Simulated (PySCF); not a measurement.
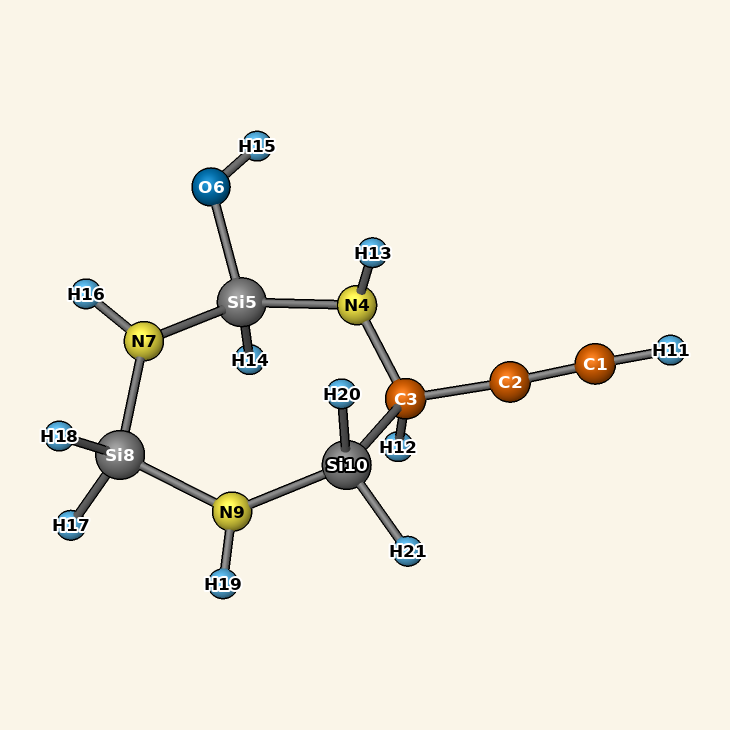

The questions are on isotropic NMR shieldings of the C atoms. Computed geometry: GFN2-xTB optimisation. No frequency run is at hand to confirm it as a minimum. Method: GIAO PBE0/pcSseg-1 NMR shielding, non-relativistic, gas phase (PySCF 2.14.0).

List the isotropic NMR shieldings of the C atoms.

```json
{"atom": "C1", "σ (ppm)": "107.6"}
{"atom": "C2", "σ (ppm)": "98.8"}
{"atom": "C3", "σ (ppm)": "152.2"}
```

The geometry is semi-empirical. Around Si such bond lengths and angles can be off by a tenth of an ångström or more and by several degrees, and values that hang on the shape move with them.
